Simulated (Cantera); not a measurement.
Charge: 1 mol Fe2O3, 10 mol H2, equilibrated at 428 Torr.

Cantera equilibrium calculation (NASA polynomials, part measured and part estimated; ideal gas, pure solids and liquids). Candidate condensed phases: Fe, FeO, Fe(OH)2, Fe(OH)3, Fe2O3, Fe3O4, H2O; 12 gas species. Rates play no part.

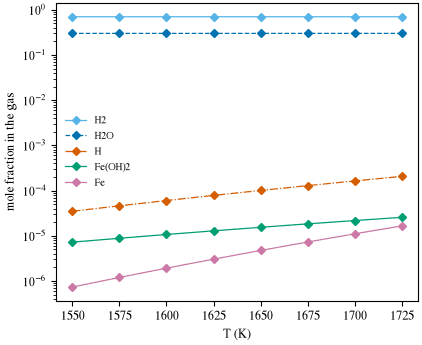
Equilibrium gas composition (values under 1e-9 drawn at 1e-9)

From 1550 K to 1650 K the condensed part is Fe(γ). From 1675 K to 1725 K the condensed part is Fe(δ). The main Fe-bearing gas is Fe(OH)2 throughout.
